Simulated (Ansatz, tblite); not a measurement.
# GeBr2H2 (GeH2Br2): rung by rung, part 2 of 2

Aim: run the singlet of GeBr2H2 (GeH2Br2) at one geometry on many levels, and compare frontier levels, spin and run time.

Ansatz 0.2.0, Gaussian basis; as each input shows.

**18. PBE-D4/def2-TZVPD**

The input, in.yaml:

```yaml
crystal:
  periodic: [false, false, false]
  atoms:
    - {symbol: Ge, position_ang: [-0.168233, 0.000660, -0.117767]}
    - {symbol: Br, position_ang: [-0.158799, -0.021979, 2.202305]}
    - {symbol: Br, position_ang: [2.015520, 0.014892, -0.901498]}
    - {symbol: H, position_ang: [-0.848212, 1.297096, -0.578897]}
    - {symbol: H, position_ang: [-0.840276, -1.290678, -0.604144]}
basis:
  gaussian: {orbitals: def2-TZVPD, initial_orbitals: start.molden}
hamiltonian: {xc: pbe, dispersion: d4}
scf: {omitted_lower_state_checks: [starts]}
output: {orbitals: {seedname: orbitals}}
```

Run with:

```sh
$ ansatz run in.yaml --threads 4 --pin off --events-out ev --progress --plain --max-ram 3916MiB
```

Log:

```text
Functional definition: PBE
  name "PBE"
  cite "Perdew, Burke & Ernzerhof, Phys. Rev. Lett. 77, 3865 (1996) doi:10.1103/PhysRevLett.77.3865"
  parent pbe
  parameter kappa = 0.804
  parameter beta = 0.06672455060314922
  exchange = pbe_x(kappa = kappa, mu = beta*pi^2/3)
  correlation = pbe_c(beta = beta)
these checks for a lower state are left out or cut short: starts
1315 factors; their error is unknown
mean field evaluation 1: about -196615.9257 eV, gradient 1.8e1 eV
mean field evaluation 2: about -196616.0858 eV, gradient 2.7e-1 eV
mean field evaluation 4: about -196616.0755 eV, gradient 1.1e-1 eV
mean field -196616.07550942 eV, -7225.5075038086 hartree, gradient 2.1e-5 eV, S^2 0.000000; 0 other end points of the search recorded, 0 dependent functions left out
reference -196616.07556873 eV, -7225.5075059884 hartree; 52, 52 occupied and 134, 134 virtual orbitals, 1315 factors
Total energy: -196616.21128660 eV, -7225.5124935280 hartree
Checks for a lower state left out: starts
```

Wall time 4.2 s (4 threads of Intel Xeon at 2.50GHz, shared host).

From the report: HOMO -7.26 eV, LUMO -2.45 eV.

**19. r2SCAN-D4/def2-TZVPD**

in.yaml, as its differences from that of step 18:

```diff
@@ -10,3 +10,3 @@
   gaussian: {orbitals: def2-TZVPD, initial_orbitals: start.molden}
-hamiltonian: {xc: pbe, dispersion: d4}
+hamiltonian: {xc: r2scan, dispersion: d4}
 scf: {omitted_lower_state_checks: [starts]}
```

Launched as before.

Log:

```text
Functional definition: r2SCAN
  name "r2SCAN"
  cite "Furness, Kaplan, Ning, Perdew & Sun, J. Phys. Chem. Lett. 11, 8208 (2020) doi:10.1021/acs.jpclett.0c02405"
  cite "Furness, Kaplan, Ning, Perdew & Sun, J. Phys. Chem. Lett. 11, 9248 (2020) doi:10.1021/acs.jpclett.0c03077"
  parent r2scan
  parameter k0 = 0.174
  parameter k1 = 0.065
  parameter a1 = 4.9479
  exchange = r2scan_x(k0 = k0, k1 = k1, a1 = a1)
  correlation = r2scan_c
these checks for a lower state are left out or cut short: starts
1315 factors; their error is unknown
mean field evaluation 1: about -196644.7055 eV, gradient 1.6e1 eV
mean field evaluation 2: about -196644.7876 eV, gradient 1.6e-1 eV
mean field evaluation 4: about -196644.7763 eV, gradient 3.0e-4 eV
mean field -196644.77634992 eV, -7226.5622402427 hartree, gradient 1.8e-5 eV, S^2 0.000000; 0 other end points of the search recorded, 0 dependent functions left out
reference -196644.77636866 eV, -7226.5622409315 hartree; 52, 52 occupied and 134, 134 virtual orbitals, 1315 factors
Total energy: -196644.80490013 eV, -7226.5632894436 hartree
Checks for a lower state left out: starts
```

It took 7.1 s on 4 threads of Intel Xeon at 2.50GHz, shared host.

Report: HOMO -7.59 eV, LUMO -2.19 eV.

**20. CCSD(T)/def2-TZVPP**

in.yaml, as its differences from that of step 19:

```diff
@@ -9,4 +9,4 @@
 basis:
-  gaussian: {orbitals: def2-TZVPD, initial_orbitals: start.molden}
-hamiltonian: {xc: r2scan, dispersion: d4}
+  gaussian: {orbitals: def2-TZVPP, initial_orbitals: start.molden}
+correlation: {method: ccsd_t}
 scf: {omitted_lower_state_checks: [starts]}
```

Launched as before.

Log, cut to the lines that bear on the results:

```text
Functional definition: HF
  name "HF"
  cite "Fock, Z. Phys. 61, 126 (1930) doi:10.1007/BF01340294"
  parent pbe
[...]
1129 factors; integrals over basis functions are off by at most 6.3e-4 eV
[...]
mean field -196505.82179471 eV, -7221.4557545257 hartree, gradient 9.4e-7 eV, S^2 0.000000; 0 other end points of the search recorded, 0 dependent functions left out
27 core orbitals not correlated: weight in the atoms' cores, before any rotation towards them, 1.000 or more for the frozen orbitals, at most 0.000 for the correlated occupied ones
reference -196505.82179471 eV, -7221.4557545257 hartree; 25, 25 occupied and 120, 120 virtual orbitals, 1129 factors
second order -21.79185859 eV of doubles, -0.00000000 eV of singles
cycle   1  -21.59897266 eV  change    1.9e-1 eV  update   9.3e-2
[...]
cycle   8  -22.21310456 eV  change   -3.0e-5 eV  update   2.3e-5
perturbative correction -0.77826728 eV, -0.0286007952 hartree
Total energy: -196528.81316656 eV, -7222.3006718569 hartree
Checks for a lower state left out: starts
```

It took 93 s on 4 threads of Intel Xeon at 2.50GHz, shared host; peak memory 1.6 GiB.

Report: Hartree-Fock HOMO -11.39 eV, LUMO 2.08 eV; T1 0.008.

**21. MP2/def2-TZVP**

in.yaml, as its differences from that of step 20:

```diff
@@ -9,4 +9,4 @@
 basis:
-  gaussian: {orbitals: def2-TZVPP, initial_orbitals: start.molden}
-correlation: {method: ccsd_t}
+  gaussian: {orbitals: def2-TZVP, initial_orbitals: start.molden}
+correlation: {method: mp2}
 scf: {omitted_lower_state_checks: [starts]}
```

Same command.

Log:

```text
Functional definition: HF
  name "HF"
  cite "Fock, Z. Phys. 61, 126 (1930) doi:10.1007/BF01340294"
  parent pbe
  exchange = exact_x
  correlation = 0
these checks for a lower state are left out or cut short: starts
1081 factors; integrals over basis functions are off by at most 8.6e-4 eV
mean field evaluation 1: about -196504.7831 eV, gradient 3.9e1 eV
mean field evaluation 2: about -196505.6268 eV, gradient 1.1e0 eV
mean field evaluation 4: about -196505.8107 eV, gradient 8.4e-3 eV
mean field evaluation 8: about -196505.8108 eV, gradient 1.8e-6 eV
mean field -196505.81079396 eV, -7221.4553502554 hartree, gradient 9.2e-7 eV, S^2 0.000000; 0 other end points of the search recorded, 0 dependent functions left out
27 core orbitals not correlated: weight in the atoms' cores, before any rotation towards them, 1.000 or more for the frozen orbitals, at most 0.000 for the correlated occupied ones
reference -196505.81079396 eV, -7221.4553502554 hartree; 25, 25 occupied and 104, 104 virtual orbitals, 1081 factors
second order -21.60991928 eV of doubles, -0.00000000 eV of singles
Total energy: -196527.42071323 eV, -7222.2495001411 hartree
Checks for a lower state left out: starts
```

Run time: 8.5 s. Hardware: 4 threads of Intel Xeon at 2.50GHz, shared host.

Report: Hartree-Fock HOMO -11.40 eV, LUMO 2.08 eV.

**22. RPA/def2-TZVP**

in.yaml, as its differences from that of step 21:

```diff
@@ -10,4 +10,4 @@
   gaussian: {orbitals: def2-TZVP, initial_orbitals: start.molden}
-correlation: {method: mp2}
+hamiltonian: {xc: pbe}
+correlation: {method: rpa}
 scf: {omitted_lower_state_checks: [starts]}
-output: {orbitals: {seedname: orbitals}}
```

Launched as before.

Log, cut to the lines that bear on the results:

```text
Functional definition: PBE
  name "PBE"
  cite "Perdew, Burke & Ernzerhof, Phys. Rev. Lett. 77, 3865 (1996) doi:10.1103/PhysRevLett.77.3865"
  parent pbe
[...]
1081 factors; integrals over basis functions are off by at most 8.6e-4 eV
[...]
mean field -196616.03412391 eV, -7225.5059829193 hartree, gradient 3.3e-6 eV, S^2 0.000000; 0 other end points of the search recorded, 0 dependent functions left out
27 core orbitals not correlated: weight in the atoms' cores, before any rotation towards them, 1.000 or more for the frozen orbitals, at most 0.000 for the correlated occupied ones
reference -196504.18299024 eV, -7221.3955295723 hartree; 25, 25 occupied and 104, 104 virtual orbitals, 1081 factors
Total energy: -196536.85921415 eV, -7222.5963586521 hartree
Checks for a lower state left out: starts
```

Wall time 8 s (4 threads of Intel Xeon at 2.50GHz, shared host).

**23. Comparison**

```csv
level,functions,HOMO (eV),LUMO (eV),gap (eV),time
HF/6-31G,91,-11.48,1.51,12.99,2.6 s
HF/def2-TZVP,156,-11.40,2.08,13.48,7.5 s
PBE-D4/def2-SVP,106,-7.06,-2.13,4.93,2.8 s
PBE-D4/def2-TZVP,156,-7.23,-2.36,4.87,3.5 s
PBE-D4/def2-TZVPD,186,-7.26,-2.45,4.81,4.2 s
r2SCAN-D4/def2-TZVP,156,-7.58,-2.14,5.44,5.5 s
r2SCAN-D4/def2-TZVPD,186,-7.59,-2.19,5.40,7.1 s
r2SCANh-D4/def2-TZVP,156,-8.04,-1.82,6.22,7 s
B3LYP-D4/6-31G,91,-8.26,-1.96,6.29,3 s
B3LYP-D4/def2-TZVP,156,-8.24,-1.76,6.47,4.9 s
PBE0-D4/def2-SVP,106,-8.39,-1.25,7.14,4.2 s
PBE0-D4/def2-TZVP,156,-8.52,-1.47,7.05,6 s
PBE0-D4/def2-TZVPD,186,-8.53,-1.58,6.95,7 s
CAM-B3LYP-D4/def2-TZVP,156,-9.80,-0.49,9.32,6.5 s
ωB97X-V/def2-TZVP,156,-10.84,0.63,11.47,13 s
ωB97M-V/def2-TZVP,156,-10.69,0.45,11.14,12 s
```

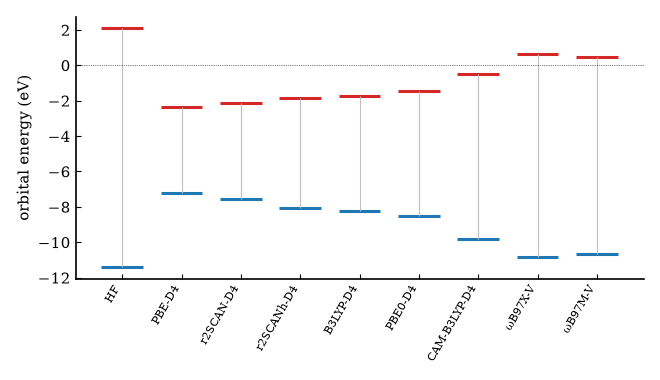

Highest filled (blue) and lowest empty (red) level in def2-TZVP.

Energy pieces by basis (eV):

```csv
basis,HF,MP2 correlation,CCSD correlation,(T),total
def2-TZVPP,-196505.8218,-21.7919,-22.2131,-0.7783,-196528.8132
def2-TZVP,-196505.8108,-21.6099,,,-196527.4207 (MP2)
```

**24. Binding energy**

Free atoms were run apart at each level; binding is atoms less cluster, divided by the number of atoms, without zero-point or spin-orbit terms.

Differences are taken before rounding.

```csv
method,binding an atom (eV),from CCSD(T)/def2-TZVPP (eV),time
HF/6-31G,1.544,-0.968,2.6 s
HF/def2-TZVP,1.842,-0.670,7.5 s
HF/def2-TZVPP,1.845,-0.668,
PBE-D4/def2-SVP,2.546,+0.034,2.8 s
PBE-D4/def2-TZVP,2.550,+0.038,3.5 s
PBE-D4/def2-TZVPD,2.552,+0.040,4.2 s
r2SCAN-D4/def2-TZVP,2.577,+0.065,5.5 s
r2SCAN-D4/def2-TZVPD,2.580,+0.068,7.1 s
r2SCANh-D4/def2-TZVP,2.561,+0.049,7 s
B3LYP-D4/6-31G,2.304,-0.208,3 s
B3LYP-D4/def2-TZVP,2.500,-0.012,4.9 s
PBE0-D4/def2-SVP,2.521,+0.009,4.2 s
PBE0-D4/def2-TZVP,2.532,+0.019,6 s
PBE0-D4/def2-TZVPD,2.535,+0.022,7 s
CAM-B3LYP-D4/def2-TZVP,2.500,-0.012,6.5 s
ωB97X-V/def2-TZVP,2.561,+0.049,13 s
ωB97M-V/def2-TZVP,2.505,-0.007,12 s
MP2/def2-TZVP,2.504,-0.008,8.5 s
CCSD/def2-TZVPP,2.465,-0.047,
CCSD(T)/def2-TZVPP,2.512,0,93 s
```

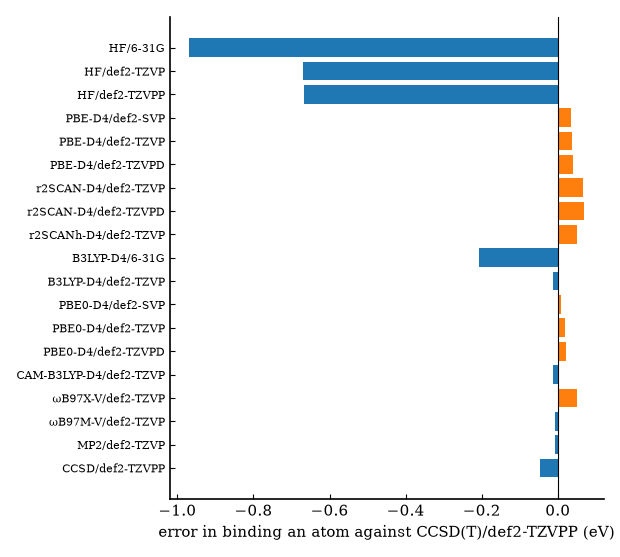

How far each level lands from CCSD(T)/def2-TZVPP.

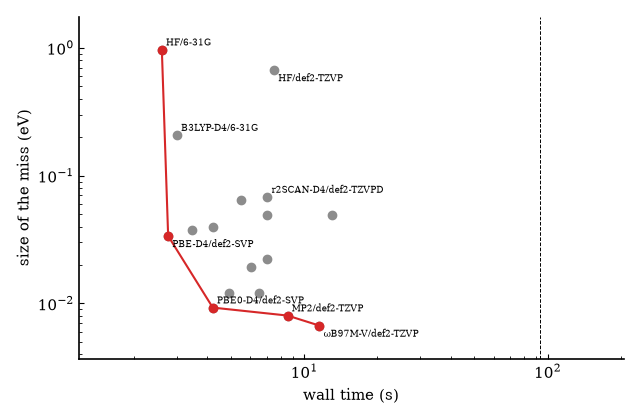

Miss against cost. Red marks the levels that no quicker level drawn beats (of those quicker than the yardstick), and the dashed line is the time of CCSD(T)/def2-TZVPP. Only those levels and the largest misses are named. Times are from a shared host.

**25. Outcome**

What follows sums up all 2 parts.

```
                                                                  quantity                            value
gap in def2-TZVP, named functionals and Hartree-Fock, smallest and largest  4.87 eV (PBE-D4), 13.48 eV (HF)
                                    correlation energy, CCSD(T)/def2-TZVPP                        -22.99 eV
                                         correlation energy, MP2/def2-TZVP                        -21.61 eV
                                       binding an atom, CCSD(T)/def2-TZVPP                         2.512 eV
                           PBE0 total energy, smallest basis above largest  24.22 eV (def2-SVP, def2-TZVPD)
```

What this shows: Orbital gaps of the named functionals and Hartree-Fock in def2-TZVP span 4.87 eV (PBE-D4) to 13.48 eV (HF); exact exchange widens it. A small miss in a minimal or small basis is a cancelling of errors, not accuracy. The functionals in def2-TZVP miss CCSD(T)/def2-TZVPP by -0.012 (B3LYP-D4) to +0.065 eV (r2SCAN-D4) an atom. The reference is CCSD(T) in one finite basis, so it carries an error of its own, often a tenth of an eV or more, and near misses can't be ranked.

ωB97M-V/def2-TZVP reaches 0.007 eV from the reference in 12 s, where CCSD(T)/def2-TZVPP took 93 s; the quickest level in the cost chart, HF/6-31G, takes 2.6 s and misses by 0.968 eV. The slowest run with a step of its own, CCSD(T)/def2-TZVPP, took 93 s; the quickest functional in def2-TZVP took 3.5 s (shared host).
